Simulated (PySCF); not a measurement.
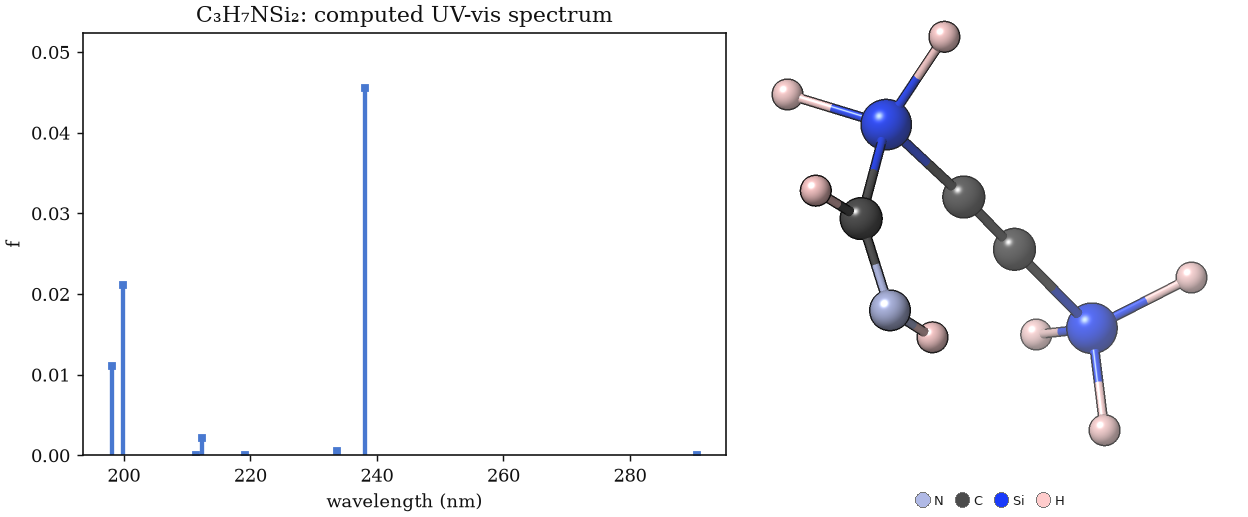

Computed absorption of C₃H₇NSi₂. Vertical TDDFT excitations, B3LYP/def2-SVPD in PySCF, at a GFN2-xTB geometry (no frequency check), gas phase. The lowest 8 singlet states are shown.

### Where is the lowest singlet, and is it bright?

S1 lies at 4.27 eV (291 nm) with f = 0.000, mainly HOMO → LUMO (91 %); it is dark or nearly so.

### Does any vertical transition fall in the visible?

No singlet lies below 3.1 eV (beyond 400 nm), so at this level no vertical transition falls in the visible.

### Which of the computed transitions is the brightest, and what character does the calculation give it?

S2 at 5.21 eV (238 nm), f = 0.046, mainly HOMO → LUMO+1 (98 %).

Note: the tight-binding geometry is rougher than a DFT one and adds to the error; one conformer of a flexible molecule; core orbitals are frozen in the response.
